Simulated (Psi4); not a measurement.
# CF3 (trifluoromethyl radical), step by step

Wanted: a structure relaxation (doublet CF3, UPBE0/def2-TZVPD), then the energy (singlet [CF3]+, PBE0/def2-TZVPD), then a structure relaxation (singlet [CF3]+, PBE0/def2-TZVPD), then a single-point energy (singlet [CF3]−, PBE0/def2-TZVPD), then a structure relaxation (singlet [CF3]−, PBE0/def2-TZVPD) of CF3. 

Program for the calculation: Psi4 1.11.

**1. The structure to begin with**

CF3 has 4 atoms, charge 0, and is taken as a doublet. As SMILES, `F[C](F)F`. Geometry: relaxed at PBE0-D4/def2-TZVP. The run starts from this shape.

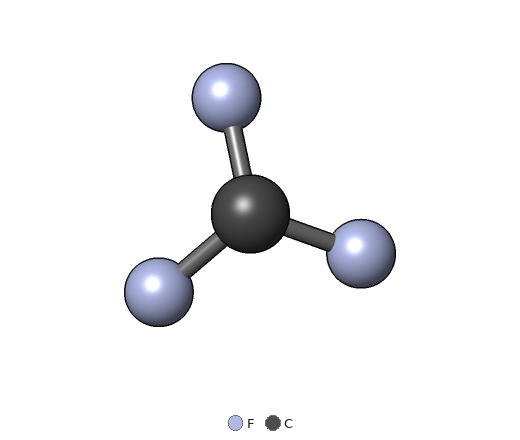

Viewed from a chosen angle; fluorine light blue, carbon dark grey.

**2. A geometry optimisation at UPBE0/def2-TZVPD (density fitting) (run 1)**

Input file cf3.xyz:

```xyz
4
CF3
F     -1.227500     0.024900     0.265400
C     -0.039500    -0.059500    -0.286700
F      0.658900    -1.044900     0.227300
F      0.608100     1.079500    -0.205900
```

Input file job.py:

```python
import psi4

psi4.set_memory('1600 MB')
psi4.set_num_threads(1)
psi4.core.set_output_file('cf3.out', False)

with open('cf3.xyz') as f:
    atoms = ''.join(f.readlines()[2:])
mol = psi4.geometry('0 2\n' + atoms + 'symmetry c1')

psi4.set_options(dict(basis='def2-TZVPD', reference='uks'))

E, wfn = psi4.optimize('pbe0', molecule=mol, return_wfn=True)
print(f'total energy {E:.8f} hartree = {E * 27.211386:.5f} eV')
mol.save_xyz_file('final.xyz', False)
for k, v in sorted(psi4.core.scalar_variables().items()):
    print(f'{k:45s} {v:18.10f}')
```

Run with:

```console
$ python job.py
```

cf3.out (excerpt; [...] marks lines left out):

```text
[...]
  Running in c1 symmetry.
[...]
  Nuclear repulsion =  124.596026532847389
[...]
  Multiplicity = 2
[...]
  Nalpha       = 17
  Nbeta        = 16
[...]
    Number of basis functions: 157
[...]
   @DF-UKS iter   1:  -337.34798493870403   -2.03657e-01   2.65612e-03 DIIS/ADIIS
[...]
   @DF-UKS iter   7:  -337.39489091610449   -1.70530e-12   3.46320e-09 DIIS
[...]
   @S^2 Observed:                7.518816574E-01
[...]
    Orbital Energies [Eh]
    ---------------------
    Alpha Occupied:
       1A    -24.840679     2A    -24.840676     3A    -24.840666
       4A    -10.486328     5A     -1.388814     6A     -1.301979
       7A     -1.301968     8A     -0.751756     9A     -0.649217
      10A     -0.649203    11A     -0.616116    12A     -0.522891
      13A     -0.522867    14A     -0.490059    15A     -0.490045
      16A     -0.463761    17A     -0.292831
    Alpha Virtual:
      18A      0.020887    19A      0.058527    20A      0.058530
      21A      0.065415    22A      0.115373    23A      0.115376
      24A      0.126311    25A      0.126313    26A      0.132114
[...]
  @DF-UKS Final Energy:  -337.39489091610449
   => Energetics <=
    Nuclear Repulsion Energy =            124.5837720523254006
    One-Electron Energy =                -715.8303779437778758
    Two-Electron Energy =                 281.4944697754272056
    DFT Exchange-Correlation Energy =     -27.6427548000792846
    Empirical Dispersion Energy =           0.0000000000000000
    VV10 Nonlocal Energy =                  0.0000000000000000
    Total Energy =                       -337.3948909161044867
[...]
 Multipole Moments:
 ------------------------------------------------------------------------------------
     Multipole            Electronic (a.u.)      Nuclear  (a.u.)        Total (a.u.)
 ------------------------------------------------------------------------------------
 L = 1.  Multiply by 2.5417464519 to convert [e a0] to [Debye]
 Dipole X            :          0.0116232           -0.0258314           -0.0142082
 Dipole Y            :          0.0174358           -0.0388712           -0.0214354
 Dipole Z            :          0.0844080           -0.1877310           -0.1033230
 Magnitude           :                                                    0.1064753
[...]
  -Total Gradient:
     Atom            X                  Y                   Z
    ------   -----------------  -----------------  -----------------
       1       -0.000028707512     0.000065015381     0.000070813460
       2        0.000020710583     0.000005902506     0.000107163860
       3       -0.000006757141     0.000004395003    -0.000028066362
       4        0.000064964378     0.000186736504    -0.000009666675
[...]
    Final optimized geometry and variables:
    Molecular point group: c1
    Full point group: C1
    Geometry (in Angstrom), charge = 0, multiplicity = 2:
    F           -1.231684869098     0.018635995258     0.236198966267
    C           -0.043352016552    -0.065236249791    -0.315062768933
    F            0.654797685958    -1.051260004644     0.198116346835
    F            0.604269705459     1.073829314420    -0.235311576061
```

The script printed:

```text
Some dependencies such as QCElemental have not yet finished migration to pydantic v2. If issues are encountered please downgrade pydantic or upgrade QCElemental as appropriate
	Energy has increased in a minimization.
	Energy ratio indicates iffy step.
	Intrafrag trust radius decreased to  0.125.
Optimizer: Optimization complete!
total energy -337.39489092 hartree = -9180.98261 eV
CURRENT ENERGY                                   -337.3948909161
CURRENT REFERENCE ENERGY                         -337.3948909161
DD SOLVATION ENERGY                                 0.0000000000
DFT FUNCTIONAL TOTAL ENERGY                      -337.3948909161
DFT TOTAL ENERGY                                 -337.3948909161
DFT VV10 ENERGY                                     0.0000000000
DFT XC ENERGY                                     -27.6427548001
GRID ELECTRONS ALPHA                               16.9999958010
GRID ELECTRONS BETA                                15.9999959914
GRID ELECTRONS TOTAL                               32.9999917924
NUCLEAR REPULSION ENERGY                          124.5837720523
ONE-ELECTRON ENERGY                              -715.8303779438
OPTIMIZATION ITERATIONS                             2.0000000000
PCM POLARIZATION ENERGY                             0.0000000000
PE ENERGY                                           0.0000000000
SCF ITERATION ENERGY                             -337.3948909161
SCF ITERATIONS                                      7.0000000000
SCF TOTAL ENERGY                                 -337.3948909161
TWO-ELECTRON ENERGY                               281.4944697754
XC GRID RADIAL POINTS                              75.0000000000
XC GRID SPHERICAL POINTS                          302.0000000000
XC GRID TOTAL POINTS                            88548.0000000000
```

Run time: 30 s. Hardware: 1 thread of AMD EPYC 7R43 (Zen 3), shared host; peak memory 0.65 GiB.

**3. The singlet cation: the energy at PBE0/def2-TZVPD (density fitting) (run 2)**

Input file job.py:

```python
import psi4

psi4.set_memory(1600000000)
psi4.set_num_threads(1)
psi4.core.set_output_file('psi4.out', False)

geom = psi4.geometry("""
1 1
F     -1.227678     0.024671     0.265307
C     -0.039345    -0.059201    -0.285954
F      0.658804    -1.045225     0.227225
F      0.608276     1.079865    -0.206203
symmetry c1
""")

psi4.set_options({
    'basis': 'def2-TZVPD',
})

e_tot = psi4.energy("pbe0", molecule=geom)
print(f'pbe0 energy: {e_tot:.10f} Eh')
```

Run with:

```console
$ python job.py
```

psi4.out (excerpt; [...] marks lines left out):

```text
[...]
  Running in c1 symmetry.
[...]
  Nuclear repulsion =  124.583779705555813
[...]
  Multiplicity = 1
[...]
  Nalpha       = 16
  Nbeta        = 16
[...]
    Number of basis functions: 157
[...]
   @DF-RKS iter   1:  -336.89340630069421    2.50911e-01   3.16415e-03 DIIS/ADIIS
[...]
   @DF-RKS iter   7:  -336.98676982783996   -1.99904e-08   5.68502e-07 DIIS
[...]
    Orbital Energies [Eh]
    ---------------------
    Doubly Occupied:
       1A    -25.193828     2A    -25.193805     3A    -25.193792
       4A    -10.913136     5A     -1.723670     6A     -1.633954
       7A     -1.633942     8A     -1.074100     9A     -0.977009
      10A     -0.976998    11A     -0.932421    12A     -0.839386
      13A     -0.839359    14A     -0.808014    15A     -0.808003
      16A     -0.786372
[...]
  @DF-RKS Final Energy:  -336.98676982783996
   => Energetics <=
    Nuclear Repulsion Energy =            124.5837797055558127
    One-Electron Energy =                -704.6459158036977897
    Two-Electron Energy =                 270.3505956732045092
    DFT Exchange-Correlation Energy =     -27.2752294029024931
    Empirical Dispersion Energy =           0.0000000000000000
    VV10 Nonlocal Energy =                  0.0000000000000000
    Total Energy =                       -336.9867698278399644
[...]
 Multipole Moments:
 ------------------------------------------------------------------------------------
     Multipole            Electronic (a.u.)      Nuclear  (a.u.)        Total (a.u.)
 ------------------------------------------------------------------------------------
 L = 1.  Multiply by 2.5417464519 to convert [e a0] to [Debye]
 Dipole X            :         -0.0509586           -0.0258312           -0.0767898
 Dipole Y            :         -0.0766452           -0.0388712           -0.1155164
 Dipole Z            :         -0.3703866           -0.1877309           -0.5581174
 Magnitude           :                                                    0.5750963
[...]
```

On the terminal:

```text
pbe0 energy: -336.9867698278 Eh
```

Wall time 7.2 s (1 thread of AMD EPYC 7R43 (Zen 3), shared host); peak memory 0.6 GiB.

**4. The singlet cation: a structure relaxation at PBE0/def2-TZVPD (density fitting) (run 3)**

Input file job.in:

```
memory 1.6 GB

molecule molecule1 {
  1 1
  F
  C 1 1.312653
  F 2 1.312634 1 111.42653
  F 2 1.312724 3 111.4484 1 125.1845
  units angstrom
  symmetry c1
}

set globals {
  basis        def2-TZVPD
  geom_maxiter 50
}

optimize("pbe0")
```

Run with:

```console
$ psi4 job.in job.out -n 1
```

job.out (excerpt; [...] marks lines left out):

```text
[...]
  Running in c1 symmetry.
[...]
  Nuclear repulsion =  124.583790963439441
[...]
  Multiplicity = 1
[...]
  Nalpha       = 16
  Nbeta        = 16
[...]
    Number of basis functions: 157
[...]
   @DF-RKS iter   1:  -336.89340639574266    2.50912e-01   3.16415e-03 ADIIS/DIIS
[...]
   @DF-RKS iter   8:  -337.06333987303231   -2.55795e-12   1.45588e-09 DIIS
[...]
  @DF-RKS Final Energy:  -337.06333987303231
   => Energetics <=
    Nuclear Repulsion Energy =            130.0708726828254385
    One-Electron Energy =                -714.9580607189687953
    Two-Electron Energy =                 275.2250650605132591
    DFT Exchange-Correlation Energy =     -27.4012168974022359
    Empirical Dispersion Energy =           0.0000000000000000
    VV10 Nonlocal Energy =                  0.0000000000000000
    Total Energy =                       -337.0633398730323051
[...]
 Multipole Moments:
 ------------------------------------------------------------------------------------
     Multipole            Electronic (a.u.)      Nuclear  (a.u.)        Total (a.u.)
 ------------------------------------------------------------------------------------
 L = 1.  Multiply by 2.5417464519 to convert [e a0] to [Debye]
 Dipole X            :          0.0002387            0.0001144            0.0003531
 Dipole Y            :          0.0002699            0.0000867            0.0003566
 Dipole Z            :          0.0001202            0.0000377            0.0001579
 Magnitude           :                                                    0.0005261
[...]
  -Total Gradient:
     Atom            X                  Y                   Z
    ------   -----------------  -----------------  -----------------
       1       -0.000036817229    -0.000037969817    -0.000255521082
       2        0.000107798537     0.000041441119     0.000029925891
       3       -0.000035313807     0.000014671861    -0.000108654943
       4       -0.000035916573     0.000148603365     0.000100492357
[...]
    Final optimized geometry and variables:
    Molecular point group: c1
    Full point group: C1
    Geometry (in Angstrom), charge = 1, multiplicity = 1:
    F
    C             1    1.229843
    F             2    1.229830      1  119.966379
    F             2    1.229890      3  120.013256      1  179.962474
    Psi4 run time: 0:00:47.18
[...]
```

On the terminal:

```text
Optimizer: Optimization complete!
```

It took 49 s on 1 thread of AMD EPYC 7R43 (Zen 3), shared host; peak memory 0.67 GiB.

Steps, from the record of the run:

| step | energy from the first frame kept (eV) | largest force (eV/Å) |
| --- | --- | --- |
| 0 | 0.0000 | 10.4405 |
| 1 | -1.2379 | 6.6153 |
| 2 | -1.9276 | 2.5086 |
| 3 | -2.0759 | 0.5733 |
| 4 | -2.0830 | 0.1610 |
| 5 | -2.0836 | 0.0134 |

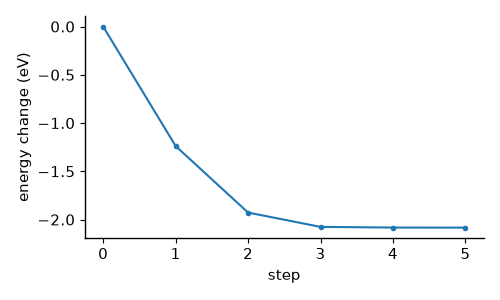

Energy along the run.

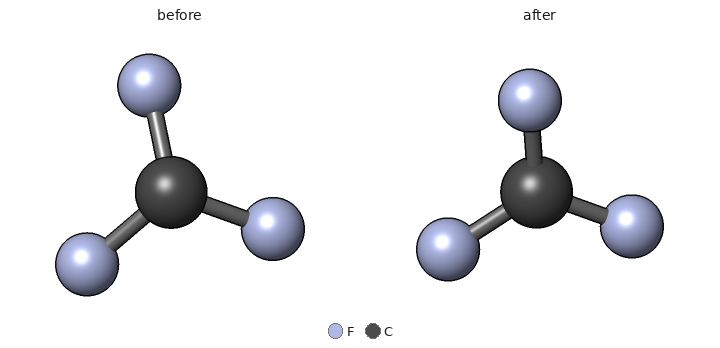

Before and after, at one scale.

After the run. Bond lengths: F1–C2 1.230 Å, C2–F3 1.230 Å, C2–F4 1.230 Å. Angles: F1–C2–F3 120.0°, F1–C2–F4 120.0°, F3–C2–F4 120.0°.

**5. The singlet anion: a single-point energy at PBE0/def2-TZVPD (density fitting) (run 4)**

Input file cf3.xyz:

```xyz
4
CF3
F     -1.227678     0.024671     0.265307
C     -0.039345    -0.059201    -0.285954
F      0.658804    -1.045225     0.227225
F      0.608276     1.079865    -0.206203
```

Input file run.py:

```python
import psi4

psi4.set_memory(1600000000)
psi4.set_num_threads(1)
psi4.set_output_file('run.log', False)

with open('cf3.xyz') as f:
    atoms = ''.join(f.readlines()[2:])
molecule = psi4.geometry('-1 1\n' + atoms + 'symmetry c1')

E, wfn = psi4.energy("pbe0/def2-TZVPD", return_wfn=True)
print('E =', round(E, 9))
```

Run with:

```console
$ python run.py
```

run.log (excerpt; [...] marks lines left out):

```text
[...]
  Running in c1 symmetry.
[...]
  Nuclear repulsion =  124.583779705555813
[...]
  Multiplicity = 1
[...]
  Nalpha       = 17
  Nbeta        = 17
[...]
    Number of basis functions: 157
[...]
   @DF-RKS iter   1:  -337.25404749780961   -1.09730e-01   3.70875e-03 DIIS/ADIIS
[...]
   @DF-RKS iter   9:  -337.40229394293920   -2.19947e-08   3.73108e-07 DIIS
[...]
    Orbital Energies [Eh]
    ---------------------
    Doubly Occupied:
       1A    -24.575319     2A    -24.575315     3A    -24.575305
       4A    -10.150799     5A     -1.120050     6A     -1.037349
       7A     -1.037340     8A     -0.484463     9A     -0.385198
      10A     -0.385183    11A     -0.330441    12A     -0.265206
      13A     -0.265182    14A     -0.233675    15A     -0.233662
      16A     -0.210444    17A      0.060162
[...]
  @DF-RKS Final Energy:  -337.40229394293920
   => Energetics <=
    Nuclear Repulsion Energy =            124.5837797055558127
    One-Electron Energy =                -724.5340683365977839
    Two-Electron Energy =                 290.3836327299939626
    DFT Exchange-Correlation Energy =     -27.8356380418911655
    Empirical Dispersion Energy =           0.0000000000000000
    VV10 Nonlocal Energy =                  0.0000000000000000
    Total Energy =                       -337.4022939429391954
[...]
 Multipole Moments:
 ------------------------------------------------------------------------------------
     Multipole            Electronic (a.u.)      Nuclear  (a.u.)        Total (a.u.)
 ------------------------------------------------------------------------------------
 L = 1.  Multiply by 2.5417464519 to convert [e a0] to [Debye]
 Dipole X            :          0.1289704           -0.0258312            0.1031392
 Dipole Y            :          0.1939891           -0.0388712            0.1551179
 Dipole Z            :          0.9374543           -0.1877309            0.7497234
 Magnitude           :                                                    0.7725183
[...]
```

Standard output:

```text
E = -337.402293943
```

It took 8.7 s on 1 thread of AMD EPYC 7R43 (Zen 3), shared host; peak memory 0.6 GiB.

**6. The singlet anion: a geometry optimisation at PBE0/def2-TZVPD (density fitting) (run 5)**

Input file calc.inp:

```
memory 1.6 GB

molecule mol {
  -1 1
  F
  C 1 1.312653
  F 2 1.312634 1 111.42653
  F 2 1.312724 3 111.4484 1 125.1845
  units angstrom
  symmetry c1
}

set globals {
  basis        def2-TZVPD
  reference    rks
  geom_maxiter 50
}

optimize('pbe0')
```

Run with:

```console
$ psi4 -i calc.inp -o calc.out -n 1
```

calc.out (excerpt; [...] marks lines left out):

```text
[...]
  Running in c1 symmetry.
[...]
  Nuclear repulsion =  124.583790963439441
[...]
  Multiplicity = 1
[...]
  Nalpha       = 17
  Nbeta        = 17
[...]
    Number of basis functions: 157
[...]
   @DF-RKS iter   1:  -337.25404741113027   -1.09729e-01   3.70875e-03 ADIIS/DIIS
[...]
   @DF-RKS iter   7:  -337.44655906901653   -1.08002e-12   1.26935e-09 DIIS
[...]
  @DF-RKS Final Energy:  -337.44655906901653
   => Energetics <=
    Nuclear Repulsion Energy =            119.4789081746802566
    One-Electron Energy =                -715.7635814112497883
    Two-Electron Energy =                 286.6216743043249835
    DFT Exchange-Correlation Energy =     -27.7835601367719107
    Empirical Dispersion Energy =           0.0000000000000000
    VV10 Nonlocal Energy =                  0.0000000000000000
    Total Energy =                       -337.4465590690165300
[...]
 Multipole Moments:
 ------------------------------------------------------------------------------------
     Multipole            Electronic (a.u.)      Nuclear  (a.u.)        Total (a.u.)
 ------------------------------------------------------------------------------------
 L = 1.  Multiply by 2.5417464519 to convert [e a0] to [Debye]
 Dipole X            :         -0.6038390            0.2242611           -0.3795779
 Dipole Y            :         -0.4875522            0.1809745           -0.3065777
 Dipole Z            :         -0.4092803            0.1518506           -0.2574296
 Magnitude           :                                                    0.5516695
[...]
  -Total Gradient:
     Atom            X                  Y                   Z
    ------   -----------------  -----------------  -----------------
       1       -0.000032791470     0.000041849515    -0.000132465685
       2        0.000057458165    -0.000061488645     0.000002270693
       3        0.000045132034     0.000041583094     0.000090696476
       4       -0.000058224425    -0.000040772343     0.000025940856
[...]
    Final optimized geometry and variables:
    Molecular point group: c1
    Full point group: C1
    Geometry (in Angstrom), charge = -1, multiplicity = 1:
    F
    C             1    1.419729
    F             2    1.419899      1  100.051072
    F             2    1.419875      3  100.041058      1  102.144428
    Psi4 run time: 0:00:52.68
[...]
```

Standard output:

```text
Optimizer: Optimization complete!
```

Run time: 54 s. Hardware: 1 thread of AMD EPYC 7R43 (Zen 3), shared host; peak memory 0.67 GiB.

Steps, from the record of the run:

| step | energy from the first frame kept (eV) | largest force (eV/Å) |
| --- | --- | --- |
| 0 | 0.0000 | 8.4106 |
| 1 | -0.8903 | 4.5762 |
| 2 | -1.1970 | 0.3991 |
| 3 | -1.2039 | 0.1560 |
| 4 | -1.2041 | 0.0516 |
| 5 | -1.2042 | 0.0214 |
| 6 | -1.2045 | 0.0073 |

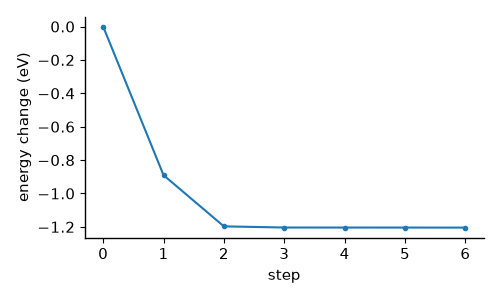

Energy along the run.

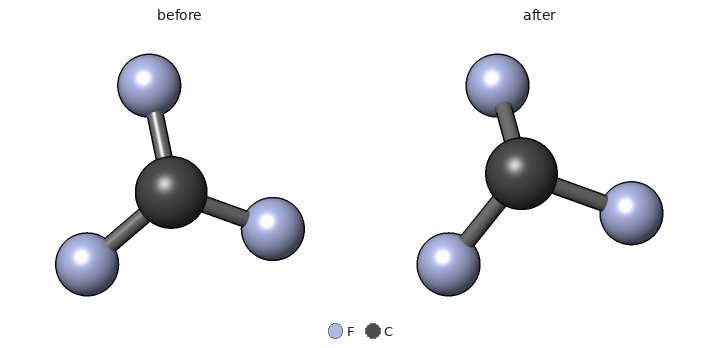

Before and after, at one scale.

After the run. Bond lengths: F1–C2 1.420 Å, C2–F3 1.420 Å, C2–F4 1.420 Å. Angles: F1–C2–F3 100.1°, F1–C2–F4 100.0°, F3–C2–F4 100.0°.

**7. What came out**

```
                                                                   quantity          value
                           run 1, UPBE0/def2-TZVPD: total energy at the end  -337.39489 Eh
                                     run 1, UPBE0/def2-TZVPD: dipole moment         0.27 D
                run 1, UPBE0/def2-TZVPD: HOMO energy (highest over α and β)       -7.97 eV
                 run 1, UPBE0/def2-TZVPD: LUMO energy (lowest over α and β)       -2.38 eV
                                              run 1, UPBE0/def2-TZVPD: ⟨S²⟩          0.752
                                        singlet cation, run 2: total energy  -336.98677 Eh
                                         singlet cation, run 2: HOMO energy      -21.40 eV
                                         singlet cation, run 2: LUMO energy      -14.05 eV
                                       singlet cation, run 2: HOMO–LUMO gap        7.34 eV
                             singlet cation, run 3: total energy at the end  -337.06334 Eh
                                         singlet cation, run 3: HOMO energy      -21.83 eV
                                         singlet cation, run 3: LUMO energy      -10.40 eV
                                       singlet cation, run 3: HOMO–LUMO gap       11.43 eV
                                         singlet anion, run 4: total energy  -337.40229 Eh
                                          singlet anion, run 4: HOMO energy        1.64 eV
                                          singlet anion, run 4: LUMO energy        4.68 eV
singlet anion, run 4: HOMO–LUMO gap (to an unbound level, set by the basis)        3.04 eV
                              singlet anion, run 5: total energy at the end  -337.44656 Eh
                                          singlet anion, run 5: HOMO energy       -0.19 eV
                                          singlet anion, run 5: LUMO energy        4.91 eV
singlet anion, run 5: HOMO–LUMO gap (to an unbound level, set by the basis)        5.11 eV
     adiabatic electron affinity (to the singlet anion, no zero-point term)       1.406 eV
    adiabatic ionisation energy (to the singlet cation, no zero-point term)       9.022 eV
```

The adiabatic electron affinity (to the singlet anion, no zero-point term) is 1.41 eV (136 kJ/mol). The adiabatic ionisation energy (to the singlet cation, no zero-point term) is 9.02 eV (870 kJ/mol). The optimisation (run 1, UPBE0/def2-TZVPD) took 2 steps and changed the energy by +0.000 eV. The optimisation (singlet cation, run 3) took 6 steps and changed the energy by -2.084 eV. The HOMO (singlet anion, run 4) lies at positive energy, 1.64 eV; only total energies tell whether the electron is bound. The optimisation (singlet anion, run 5) took 7 steps and changed the energy by -1.205 eV.
